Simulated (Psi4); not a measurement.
# SiNH3ClO (SMILES [NH][SiH](O)Cl): UHF/3-21G

Aim: the vertical ionisation energy of SiNH3ClO at UHF/3-21G, from 2 runs. 

The calculation is run with Psi4 1.11.

3 further runs of the same task are left out: 2 that didn't finish, 1 set aside as unsound or not needed.

**1. The structure to begin with**

SiNH3ClO: 7 atoms, total charge 0, spin state doublet. As SMILES, `[NH][SiH](O)Cl`. Geometry: relaxed at PBE0-D4/def2-TZVP. This is one conformer, not always the lowest.

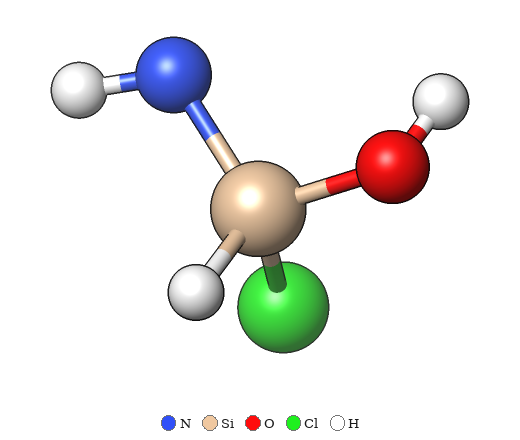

The structure, seen from a chosen angle (nitrogen blue, silicon light orange, oxygen red, chlorine green, hydrogen white).

**2. A single-point energy at UHF/3-21G**

File job.py:

```python
import psi4

psi4.set_memory(2200000000)
psi4.set_num_threads(1)
psi4.set_output_file('output.dat', False)

mol = psi4.geometry("""
0 2
N     -0.58562613     2.10043059    -1.66125824
Si    -0.13965076    -0.21599570     0.62436551
O      2.76958261    -1.19109438     0.57598852
Cl    -2.62671931    -3.01203447    -0.41762947
H     -2.17601963     3.16963763    -1.42919987
H     -0.65875853     0.52950126     3.25921065
H      3.53303196    -1.50875734    -1.03783759
units au
symmetry c1
no_reorient
no_com
""")

psi4.set_options({
    'reference': 'uhf',
    'puream': True,
    'e_convergence': 1e-09,
    'd_convergence': 1e-08,
    'scf_type': 'pk',
    'maxiter': 100,
})

result, w = psi4.energy('scf/3-21G', molecule=mol, return_wfn=True)
psi4.oeprop(w, 'MULLIKEN_CHARGES', 'DIPOLE', 'WIBERG_LOWDIN_INDICES', title='SCF')
print(f'scf/3-21G energy: {result:.10f} Eh')
```

Launch:

```bash
$ python job.py
```

output.dat:

```text
[...]
  Running in c1 symmetry.
[...]
  Nuclear repulsion =  216.933065398246640
[...]
  Multiplicity = 2
[...]
  Nalpha       = 25
  Nbeta        = 24
[...]
    Number of basis functions: 50
[...]
   @UHF iter   1:  -874.96589535655755   -7.68223e-01   8.96665e-03 DIIS/ADIIS
[...]
   @UHF iter  18:  -875.08537317326238    0.00000e+00   4.56699e-09 DIIS
[...]
   @S^2 Observed:                7.564197537E-01
[...]
    Orbital Energies [Eh]
    ---------------------
    Alpha Occupied:
       1A   -104.103934     2A    -68.412907     3A    -20.479788
       4A    -15.532372     5A    -10.500686     6A     -7.964384
       7A     -7.959862     8A     -7.959725     9A     -6.215057
      10A     -4.312418    11A     -4.310903    12A     -4.310048
      13A     -1.373330    14A     -1.194896    15A     -1.116232
      16A     -0.780487    17A     -0.683644    18A     -0.621675
      19A     -0.598082    20A     -0.555404    21A     -0.533947
      22A     -0.491327    23A     -0.488929    24A     -0.473780
      25A     -0.459719
    Alpha Virtual:
[...]
  @UHF Final Energy:  -875.08537317326238
   => Energetics <=
    Nuclear Repulsion Energy =            216.9330653982466401
    One-Electron Energy =               -1641.9542019750062991
    Two-Electron Energy =                 549.9357634034971625
    Total Energy =                       -875.0853731732623828
  UHF NO Occupations:
  HONO-2 :   23  A 1.9989693
  HONO-1 :   24  A 1.9984749
[...]
 Multipole Moments:
 ------------------------------------------------------------------------------------
     Multipole            Electronic (a.u.)      Nuclear  (a.u.)        Total (a.u.)
 ------------------------------------------------------------------------------------
 L = 1.  Multiply by 2.5417464519 to convert [e a0] to [Debye]
 Dipole X            :         27.8713213          -27.8538071            0.0175142
 Dipole Y            :         47.7138606          -46.8638852            0.8499755
 Dipole Z            :          4.6418571           -4.5873102            0.0545469
 Magnitude           :                                                    0.8519040
[...]
  Mulliken Charges: (a.u.)
   Center  Symbol    Alpha    Beta     Spin     Total
       1     N     4.40896  3.32151  1.08745 -0.73046
       2    SI     6.20949  6.26012 -0.05063  1.53039
       3     O     4.42386  4.42209  0.00177 -0.84595
       4    CL     8.76312  8.73863  0.02449 -0.50175
       5     H     0.30218  0.37467 -0.07249  0.32314
       6     H     0.60872  0.59937  0.00936 -0.20809
       7     H     0.28367  0.28361  0.00006  0.43273
   Total alpha = 25.00000, Total beta = 24.00000, Total charge = -0.00000
  Wiberg Bond Indices using Orthogonal Lowdin Orbitals:
[...]
```

Standard output:

```text
scf/3-21G energy: -875.0853731733 Eh
```

Run time: 2 s. Hardware: 1 thread of AMD EPYC 7R43 (Zen 3), shared host; peak memory 0.19 GiB.

**3. The singlet cation: energy and gradient at HF/3-21G**

File input.inp:

```
memory 2200 mb

molecule geom {
  1 1
  N     -0.309900     1.111500    -0.879100
  Si    -0.073900    -0.114300     0.330400
  O      1.465600    -0.630300     0.304800
  Cl    -1.390000    -1.593900    -0.221000
  H     -1.151500     1.677300    -0.756300
  H     -0.348600     0.280200     1.724700
  H      1.869600    -0.798400    -0.549200
  symmetry c1
  no_reorient
  no_com
}

set reference rhf
set puream true
set e_convergence 1e-09
set d_convergence 1e-08
set scf_type pk

e_tot, wfn = gradient('scf/3-21G', return_wfn=True)
oeprop(wfn, 'MULLIKEN_CHARGES', 'QUADRUPOLE', 'LOWDIN_CHARGES', title='SCF')
```

Launch:

```bash
$ psi4 -i input.inp -o input.out -n 1
```

input.out, cut to the lines that bear on the results:

```text
[...]
  Running in c1 symmetry.
[...]
  Nuclear repulsion =  216.933065285409384
[...]
  Multiplicity = 1
[...]
  Nalpha       = 24
  Nbeta        = 24
[...]
    Number of basis functions: 50
[...]
   @RHF iter   1:  -874.52501263505440   -3.27340e-01   9.12863e-03 ADIIS/DIIS
[...]
   @RHF iter  17:  -874.65156525449902   -8.41283e-12   9.33344e-09 DIIS
[...]
  @RHF Final Energy:  -874.65156525449902
   => Energetics <=
    Nuclear Repulsion Energy =            216.9330652854093842
    One-Electron Energy =               -1629.6939692261908021
    Two-Electron Energy =                 538.1093386862823991
    Total Energy =                       -874.6515652544990189
[...]
  -Total Gradient:
     Atom            X                  Y                   Z
    ------   -----------------  -----------------  -----------------
       1        0.023493590006    -0.045491019497     0.046832342781
       2       -0.039644570122     0.066458109763    -0.112143811510
       3       -0.000362034279    -0.011624441568     0.017332852894
       4        0.025305473311     0.009213152093     0.020761861258
       5        0.008932090564    -0.018326968862     0.013225491852
       6        0.005046853339    -0.011313648876     0.011832411678
       7       -0.022771402813     0.011084816950     0.002158851046
[...]
 Multipole Moments:
 ------------------------------------------------------------------------------------
     Multipole            Electronic (a.u.)      Nuclear  (a.u.)        Total (a.u.)
 ------------------------------------------------------------------------------------
 L = 1.  Multiply by 2.5417464519 to convert [e a0] to [Debye]
 Dipole X            :         26.9387679          -27.8538072           -0.9150393
 Dipole Y            :         48.5606497          -46.8638851            1.6967646
 Dipole Z            :          3.8162895           -4.5873102           -0.7710207
 Magnitude           :                                                    2.0762418
 L = 2.  Multiply by 1.3450342976 to convert [e a0^2] to [Debye ang]
 Quadrupole XX       :       -223.8605131          198.9839042          -24.8766088
 Quadrupole XY       :        -91.5940366           87.3447321           -4.2493045
[...]
  Mulliken Charges: (a.u.)
   Center  Symbol    Alpha    Beta     Spin     Total
[...]
```

Run time: 2.4 s. Hardware: 1 thread of AMD EPYC 7R43 (Zen 3), shared host; peak memory 0.18 GiB.

**4. Summary of results**

Level: UHF/3-21G.

| quantity | value |
| --- | --- |
| doublet SiNH3ClO: total energy | -875.08537 Eh |
| doublet SiNH3ClO: dipole moment | 2.17 D |
| doublet SiNH3ClO: HOMO energy (highest over α and β) | -11.65 eV |
| doublet SiNH3ClO: LUMO energy (lowest over α and β) | 1.71 eV |
| doublet SiNH3ClO: ⟨S²⟩ | 0.756 |
| singlet cation: total energy | -874.65157 Eh |
| singlet cation: HOMO energy | -18.48 eV |
| singlet cation: LUMO energy | -9.63 eV |
| singlet cation: HOMO–LUMO gap | 8.85 eV |
| singlet cation: largest force on an atom | 7.006 eV/Å |
| vertical ionisation energy (to the singlet cation) | 11.805 eV |

The vertical ionisation energy comes to 11.80 eV (272 kcal/mol). Only the singlet of the ionised species was computed; a triplet could lie lower.
